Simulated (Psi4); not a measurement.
Run report: AlH3, excited-state calculation (part 2 of 2)

The same run, continued: AlH3; EOM-CCSD/aug-cc-pCVDZ, RHF (Psi4 1.11). The geometry comes from this level: PBE0-D4/def2-TZVP.

Geometry of the input (Å):
```
Al 0.0137  -0.0148  -0.0051
H  0.6332  0.6709  1.2836
H  -1.3408  -0.8320  0.1051
H  0.7494  0.1157  -1.4039
```

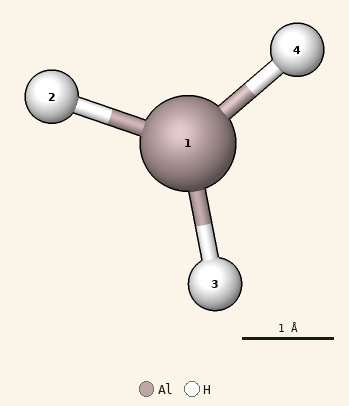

The structure (ball-and-stick view, seen on its broad side; atoms are numbered from 1 in the order of the input). Sticks mark near contacts.

**Log, continued**
```
Iter=1    L=2     Root    EOM Energy     Delta E   Res. Norm    Conv?
                     1   0.2733679362   2.73e-01    3.29e-01      N
                     2   0.2733786570   2.73e-01    3.29e-01      N
Iter=2    L=4     Root    EOM Energy     Delta E   Res. Norm    Conv?
                     1   0.2078129115  -6.56e-02    1.01e-01      N
                     2   0.2078233955  -6.56e-02    1.01e-01      N
Iter=3    L=6     Root    EOM Energy     Delta E   Res. Norm    Conv?
                     1   0.2031495722  -4.66e-03    2.82e-02      N
                     2   0.2031602011  -4.66e-03    2.82e-02      N
Iter=4    L=8     Root    EOM Energy     Delta E   Res. Norm    Conv?
                     1   0.2026943913  -4.55e-04    1.06e-02      N
                     2   0.2027050353  -4.55e-04    1.06e-02      N
Iter=5    L=10    Root    EOM Energy     Delta E   Res. Norm    Conv?
                     1   0.2026417791  -5.26e-05    4.30e-03      N
                     2   0.2026524214  -5.26e-05    4.30e-03      N
Iter=6    L=12    Root    EOM Energy     Delta E   Res. Norm    Conv?
                     1   0.2026300683  -1.17e-05    1.37e-03      N
                     2   0.2026407102  -1.17e-05    1.37e-03      N
Iter=7    L=14    Root    EOM Energy     Delta E   Res. Norm    Conv?
                     1   0.2026278395  -2.23e-06    3.96e-04      N
                     2   0.2026384813  -2.23e-06    3.96e-04      N
Iter=8    L=16    Root    EOM Energy     Delta E   Res. Norm    Conv?
                     1   0.2026279103   7.08e-08    1.33e-04      N
                     2   0.2026385522   7.09e-08    1.33e-04      N
Iter=9    L=18    Root    EOM Energy     Delta E   Res. Norm    Conv?
                     1   0.2026280403   1.30e-07    3.91e-05      Y
                     2   0.2026386823   1.30e-07    3.91e-05      Y
Collapsing to only 2 vector(s).

Procedure converged for 2 root(s).
Energy written to CC_INFO:Etot -243.7389689073
States per irrep written to CC_INFO.
EOM CCSD R0 for root 0 =   0.00000000355
EOM CCSD R0 for root 1 =  -0.00000000110

Final Energetic Summary for Converged Roots of Irrep A
                     Excitation Energy              Total Energy
                (eV)     (cm^-1)     (au)             (au)
EOM State 1      5.514    44471.7   0.2026280403  -243.738979549329

Largest components of excited wave function #1:
 RIA (libdpd indices) : (cscf notation)
         7 >   0      :        8a >     9a :   -0.5370178049
         7 >   4      :        8a >    13a :   -0.3981750992
         7 >  19      :        8a >    28a :    0.0874022583
         7 >  25      :        8a >    34a :   -0.0404254179
         7 >  11      :        8a >    20a :   -0.0378651298
 RIjAb (libdpd indices)     : (cscf notation)
        5   7 >   0  12     :     6a     8a >     9a    21a :    0.0399658702
        7   5 >  12   0     :     8a     6a >    21a     9a :    0.0399658702
        7   7 >   0  14     :     8a     8a >     9a    23a :   -0.0391512710
        7   7 >  14   0     :     8a     8a >    23a     9a :   -0.0391512710
        5   7 >   4  12     :     6a     8a >    13a    21a :    0.0356580194
EOM State 2      5.514    44474.1   0.2026386823  -243.738968907303

Largest components of excited wave function #2:
 RIA (libdpd indices) : (cscf notation)
         6 >   0      :        7a >     9a :   -0.5370171416
         6 >   4      :        7a >    13a :   -0.3981769813
         6 >  19      :        7a >    28a :    0.0874057433
         6 >  25      :        7a >    34a :   -0.0404247915
         7 >  10      :        8a >    19a :    0.0378594754
 RIjAb (libdpd indices)     : (cscf notation)
        5   6 >   0  12     :     6a     7a >     9a    21a :    0.0399672758
        6   5 >  12   0     :     7a     6a >    21a     9a :    0.0399672758
        6   6 >   0  15     :     7a     7a >     9a    24a :   -0.0391502996
        6   6 >  15   0     :     7a     7a >    24a     9a :   -0.0391502996
        5   6 >   4  12     :     6a     7a >    13a    21a :    0.0356590419

	Putting into environment energy for root of R irrep 1 and root 2.
	Putting into environment CURRENT ENERGY:             -243.7389689073

	Total # of sigma evaluations: 18

			**************************
			*        CCLAMBDA        *
			**************************

	Nuclear Rep. energy (wfn)     =   13.592190814956911
	Reference           (wfn)     =                    0
	SCF energy          (wfn)     = -243.633042877348174
	Reference energy    (CC_INFO) = -243.633042877347719
	CCSD energy         (CC_INFO) =   -0.308564712236206
	Total CCSD energy   (CC_INFO) = -243.941607589583924

	Input parameters:
	-----------------
	Maxiter           =     50
	Convergence       = 1.0e-04
	Restart           =     No
	Cache Level       =     2
	Model III         =     No
	DIIS              =     Yes
	AO Basis          =     No
	ABCD              =     NEW
	Local CC          =     No
	Parameters for left-handed eigenvectors:
	    Irr   Root  Ground-State?    EOM energy        R0
	  1   0     0        Yes       0.0000000000   1.0000000000
	  2   0     1         No       0.2026280403   0.0000000036
	  3   0     2         No       0.2026386823  -0.0000000011
	Labels for eigenvector 1:
	LIA 0 -1, Lia 0 -1, LIJAB 0 -1, Lijab 0 -1, LIjAb 0 -1, 2LIjAb - LIjbA 0 -1
	Labels for eigenvector 2:
	LIA 0 0, Lia 0 0, LIJAB 0 0, Lijab 0 0, LIjAb 0 0, 2LIjAb - LIjbA 0 0
	Labels for eigenvector 3:
	LIA 0 1, Lia 0 1, LIJAB 0 1, Lijab 0 1, LIjAb 0 1, 2LIjAb - LIjbA 0 1
	Deleting old CC_LAMBDA data.
	Symmetry of left-hand state: A
	Symmetry of left-hand eigenvector: A

	          Solving Lambda Equations
	          ------------------------
	Iter     PseudoEnergy or Norm         RMS
	----     ---------------------     --------
	   0        -0.308567439846442    0.000e+00
	   1        -0.305431374628177    6.361e-03
	   2        -0.304706361309558    1.987e-03
	   3        -0.304634122903695    5.600e-04
	   4        -0.304637047433474    1.740e-04
	   5        -0.304638461310702    4.089e-05

	Largest LIA Amplitudes:
	          5  12         0.0078890282
	          5  13         0.0075783499
	          5   5        -0.0066789757
	          7   8         0.0056131904
	          6   9         0.0056127720
	          7  35        -0.0050864538
	          6  36         0.0050860339
	          5  26        -0.0035353451
	          7  36        -0.0033463579
	          6  35        -0.0033461782

	Largest LIjAb Amplitudes:
	  7   7  13  13        -0.0232449010
	  6   6  13  13        -0.0232410658
	  7   7  21  21        -0.0206483966
	  6   6  20  20        -0.0206465281
	  5   5   4   4        -0.0182782607
	  2   2  46  46        -0.0181345963
	  6   6  18  18        -0.0174802747
	  7   7  17  17        -0.0174794794
	  7   7  12  13        -0.0173367637
	  7   7  13  12        -0.0173367637

	Iterations converged.

	Overlap <L|e^T> =        0.92096807465
	Symmetry of left-hand state: A
	Symmetry of left-hand eigenvector: A
	Initial overlap of initial guess <L|R> =    1.0000000000
	Checking overlap of initial guess <L|R> =    1.0000000000

	          Solving Lambda Equations
	          ------------------------
	Iter     PseudoEnergy or Norm         RMS
	----     ---------------------     --------
	   0        -0.000000000324446    4.089e-05
	   1         0.000000000520278    1.124e-02
	   2         0.000000000587223    3.567e-03
	   3         0.000000000591735    1.223e-03
	   4         0.000000000587097    4.640e-04
	   5         0.000000000585481    1.660e-04
	   6         0.000000000585024    6.077e-05

	Initial  <L|R>  =        0.9950148777
	Normalizing L...
	L0 * R0 =        0.0000000000
	L1 * R1 =        0.9201833289
	L2 * R2 =        0.0798166711
	 <L|R>  =        1.0000000000
	Pseudoenergy or Norm of normalized L =    0.000000000587955

	Largest LIA Amplitudes:
	          7   0        -0.5365032443
	          7   4        -0.3968711305
	          7  19         0.0863672916
	          7  25        -0.0392167017
	          7  11        -0.0380706727
	          6  10         0.0380626930
	          5  11         0.0251026129
	          7  21        -0.0145790712
	          6  20         0.0145759934
	          7  27        -0.0144455804

	Largest LIjAb Amplitudes:
	  5   7   0  12         0.0405800814
	  7   5  12   0         0.0405800814
	  7   7   0  14        -0.0382310656
	  7   7  14   0        -0.0382310656
	  5   7   4  12         0.0361992478
	  7   5  12   4         0.0361992478
	  5   7   0  13         0.0305319446
	  7   5  13   0         0.0305319446
	  7   7   0  13        -0.0281847044
	  7   7  13   0        -0.0281847044

	Iterations converged.

	Symmetry of left-hand state: A
	Symmetry of left-hand eigenvector: A
	Initial overlap of initial guess <L|R> =    1.0000000000
	Checking overlap of initial guess <L|R> =    1.0000000000

	          Solving Lambda Equations
	          ------------------------
	Iter     PseudoEnergy or Norm         RMS
	----     ---------------------     --------
	   0         0.000000000104023    6.077e-05
	   1        -0.000000000157409    1.124e-02
	   2        -0.000000000178369    3.567e-03
	   3        -0.000000000179817    1.223e-03
	   4        -0.000000000178629    4.640e-04
	   5        -0.000000000178439    1.660e-04
	   6        -0.000000000178410    6.078e-05

	Initial  <L|R>  =        0.9950150007
	Normalizing L...
	L0 * R0 =       -0.0000000000
	L1 * R1 =        0.9201849363
	L2 * R2 =        0.0798150637
	 <L|R>  =        1.0000000000
	Pseudoenergy or Norm of normalized L =   -0.000000000179303

	Largest LIA Amplitudes:
	          6   0        -0.5365025640
	          6   4        -0.3968730123
	          6  19         0.0863708461
	          6  25        -0.0392160753
	          7  10         0.0380649419
	          6  11         0.0380605387
	          5  10         0.0251067710
	          7  20         0.0145750767
	          6  21         0.0145708355
	          6  27         0.0144464928

	Largest LIjAb Amplitudes:
	  5   6   0  12         0.0405814535
	  6   5  12   0         0.0405814535
	  6   6   0  15        -0.0382300671
	  6   6  15   0        -0.0382300671
	  5   6   4  12         0.0362002380
	  6   5  12   4         0.0362002380
	  5   6   0  13         0.0305327165
	  6   5  13   0         0.0305327165
	  6   7   0  13         0.0281756389
	  7   6  13   0         0.0281756389

	Iterations converged.

	<L|R> overlap matrix with ROHF quantities (-99 => 0 by symmetry)

                 1            2            3

    1    1.0000000   -0.0000000    0.0000000
    2    0.0000000    1.0000000   -0.0000000
    3    0.0000000   -0.0000000    1.0000000

	<L|R> overlap matrix with RHF quantities (-99 => 0 by symmetry)

                 1            2            3

    1    1.0000000    0.0000000   -0.0000000
    2    0.0000000    1.0000000   -0.0000000
    3    0.0000000    0.0000000    1.0000000

	Projections for excited state, irrep A, root 0:
	<0|Le^(-T)|0><0|Re^T|0>  =    0.0000000000
	<0|Le^(-T)|S><S|Re^T|0>  =    0.9195016527
	<0|Le^(-T)|D><D|Re^T|0>  =    0.0804983473
	Sum of above             =    1.0000000000
	Approx. excitation level =    1.0804983473

	Projections for excited state, irrep A, root 1:
	<0|Le^(-T)|0><0|Re^T|0>  =    0.0000000000
	<0|Le^(-T)|S><S|Re^T|0>  =    0.9195030863
	<0|Le^(-T)|D><D|Re^T|0>  =    0.0804969137
	Sum of above             =    1.0000000000
	Approx. excitation level =    1.0804969137

			**************************
			*                        *
			*        CCDENSITY       *
			*                        *
			**************************

	Input parameters:
	-----------------
	Wave function    = EOM_CCSD
	Reference wfn    =   RHF
	Dertype          = 0
	Tolerance        = 1.0e-14
	Cache Level      = 2
	AO Basis         = No
	OPDM Only        = Yes
	Relax OPDM       = No
	Compute Xi       = No
	Use Zeta         = No
	Xi connected     = No
	Compute NO       = No

	Nuclear Rep. energy (wfn)     =   13.592190814956911
	SCF energy          (wfn)     = -243.633042877348174
	Reference energy    (file100) = -243.633042877347719
	CCSD energy         (CC_INFO) =   -0.308564712236206
	Total CCSD energy   (CC_INFO) = -243.941607589583924
	Number of States = 3

	Ground?  State     EOM Energy       R0
	  Yes     0  A    0.0000000000   1.00000000
	   No     1  A    0.2026280403   0.00000000
	   No     2  A    0.2026386823  -0.00000000
DDoing transition

	Oscillator Strength for 1  A
	                              X    	       Y    	       Z
	<0|mu_e|n>              -0.00017707 	  0.00002836 	  0.00026437
	<n|mu_e|0>              -0.00017909 	  0.00002855 	  0.00026757
	Dipole Strength          0.00000010
	Oscillator Strength      0.00000001
	Einstein A Coefficient   1.84008199e+01
	Einstein B Coefficient   1.25628934e+13
Doing transition

	Length-Gauge Rotational Strength for 1  A
	                              X    	       Y    	       Z
	<0|mu_e|n>              -0.00017707 	  0.00002836 	  0.00026437
	<n|mu_m|0>               0.47803987 	  0.36298709 	  0.28125169
	<0|mu_m|n>*              0.46390338 	  0.35225298 	  0.27293474
	<n|mu_e|0>*             -0.00017909 	  0.00002855 	  0.00026757

	Rotational Strength (au)                  0.00000001
	Rotational Strength (10^-40 esu^2 cm^2)   0.00000262

	Velocity-Gauge Rotational Strength for 1  A
	                              X    	       Y    	       Z
	<0|mu_e|n>              -0.00003694 	  0.00000490 	  0.00005647
	<n|mu_m|0>               0.47803987 	  0.36298709 	  0.28125169
	<0|mu_m|n>*              0.46390338 	  0.35225298 	  0.27293474
	<n|mu_e|0>*             -0.00003582 	  0.00000464 	  0.00005490

	Rotational Strength (au)                  0.00000001
	Rotational Strength (10^-40 esu^2 cm^2)   0.00000236
Doing transition
DDoing transition

	Oscillator Strength for 2  A
	                              X    	       Y    	       Z
	<0|mu_e|n>               0.00023555 	  0.00015557 	  0.00013650
	<n|mu_e|0>               0.00023842 	  0.00015735 	  0.00013815
	Dipole Strength          0.00000010
	Oscillator Strength      0.00000001
	Einstein A Coefficient   1.77335911e+01
	Einstein B Coefficient   1.21054452e+13
Doing transition

	Length-Gauge Rotational Strength for 2  A
	                              X    	       Y    	       Z
	<0|mu_e|n>               0.00023555 	  0.00015557 	  0.00013650
	<n|mu_m|0>               0.30486585 	  0.05274006 	 -0.58623649
	<0|mu_m|n>*              0.29585078 	  0.05118042 	 -0.56890135
	<n|mu_e|0>*              0.00023842 	  0.00015735 	  0.00013815

	Rotational Strength (au)                 -0.00000001
	Rotational Strength (10^-40 esu^2 cm^2)  -0.00000262

	Velocity-Gauge Rotational Strength for 2  A
	                              X    	       Y    	       Z
	<0|mu_e|n>               0.00004990 	  0.00003336 	  0.00002895
	<n|mu_m|0>               0.30486585 	  0.05274006 	 -0.58623649
	<0|mu_m|n>*              0.29585078 	  0.05118042 	 -0.56890135
	<n|mu_e|0>*              0.00004852 	  0.00003237 	  0.00002815

	Rotational Strength (au)                 -0.00000001
	Rotational Strength (10^-40 esu^2 cm^2)  -0.00000236
Doing transition
Doing transition

	                   Ground State -> Excited State Transitions

	                   Excitation Energy          OS       RS        RS     Einstein A
	State   (eV)    (cm^-1)    (nm)     (au)              (l,au)   (v,au)     (s^-1)
	 1  A   5.514   44471.7   224.9   0.202628   0.0000   0.0000   0.0000  1.840082E+01
	 2  A   5.514   44474.1   224.9   0.202639   0.0000  -0.0000  -0.0000  1.773359E+01

Doing transition

	*********************************************************************
	*********************************************************************
	************                                             ************
	************ Excited State-Excited State Transition Data ************
	************                                             ************
	*********************************************************************
	*********************************************************************

	*** Computing <1 A|X{pq}}|2 A> (LEFT) Transition Density ***

		*** LTD Setup complete.
		***...density has been built...
		***...density has been sorted...

	*** Computing <2 A|X{pq}}|1 A> (RIGHT) Transition Density ***

		*** RTD Setup complete.
		***...density has been built...
		***...density has been sorted...

	*** 1A -> 2A transition densities complete.

	Oscillator Strength for 1  A to 2  A
	                              X    	       Y    	       Z
	<0|mu_e|n>               0.47297722 	  0.36203397 	  0.29065585
	<n|mu_e|0>               0.47297627 	  0.36203295 	  0.29065399
	Dipole Strength          0.43925551
	Oscillator Strength      0.00000312
	Einstein A Coefficient   1.13399146e-05
	Einstein B Coefficient   5.34426486e+19

	Length-Gauge Rotational Strength for 1  A to 2  A Transition
	                              X    	       Y    	       Z
	<p|mu_e|q>               0.47297722 	  0.36203397 	  0.29065585
	<q|mu_m|p>               0.14175403 	 -0.22780487 	  0.05307542
	<p|mu_m|q>*              0.14169669 	 -0.22793414 	  0.05332974
	<q|mu_e|p>*              0.47297627 	  0.36203295 	  0.29065399

	Rotational Strength (au)                  0.00000000
	Rotational Strength (10^-40 esu^2 cm^2)   0.00000221

	Velocity-Gauge Rotational Strength for 1  A
	                              X    	       Y    	       Z
	<p|mu_e|q>               0.00492834 	  0.00377222 	  0.00302812
	<q|mu_m|p>               0.14175403 	 -0.22780487 	  0.05307542
	<p|mu_m|q>*              0.14169669 	 -0.22793414 	  0.05332974
	<q|mu_e|p>*             -0.00491826 	 -0.00376466 	 -0.00302258

	Rotational Strength (au)                  0.00000113
	Rotational Strength (10^-40 esu^2 cm^2)   0.00053239

	                   Ground State -> Excited State Transitions

	                   Excitation Energy          OS       RS        RS     Einstein A
	State   (eV)    (cm^-1)    (nm)     (au)              (l,au)   (v,au)     (s^-1)
	 1  A   5.514   44471.7   224.9   0.202628   0.0000   0.0000   0.0000  1.840082E+01
	 2  A   5.514   44474.1   224.9   0.202639   0.0000  -0.0000  -0.0000  1.773359E+01

	                   Excited State -> Excited State Transitions

	                        Excitation Energy          OS       RS        RS     Einstein A
	Transition   (eV)    (cm^-1)    (nm)     (au)              (l,au)   (v,au)     (s^-1)
	  1A->2A   0.000       2.3 4281454.7   0.000011   0.0000   0.0000   0.0000  1.133991E-05
```

**Standard output**
```
total energy -243.73896891 hartree = -6632.47517 eV
```

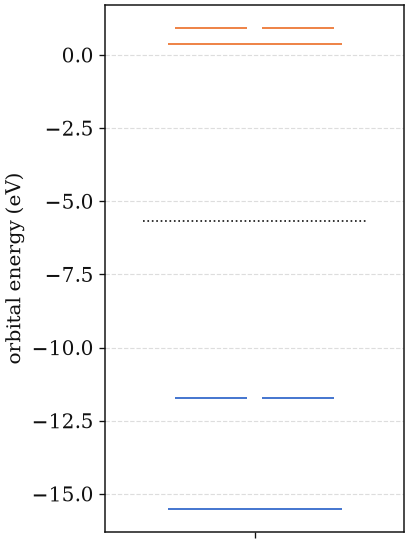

Orbital energies near the frontier (SCF reference); the dotted line parts filled from empty levels, and levels within 0.02 eV of each other stand side by side. Highest filled −11.71 eV, lowest empty 0.39 eV, 12.10 eV apart.

**Results in brief**

- outcome: converged
- total energy: −243.941608 hartree
- SCF energy: −243.633043 hartree
- MP2 energy: −243.914317 hartree
- CCSD energy: −243.941608 hartree
- basis functions: 63
- T1 diagnostic: 0.006
- HOMO of the SCF reference: −11.71 eV
- LUMO of the SCF reference: 0.39 eV
- lowest excitation: 5.51 eV
- wall time: 13 s
- peak memory: 0.4 GiB
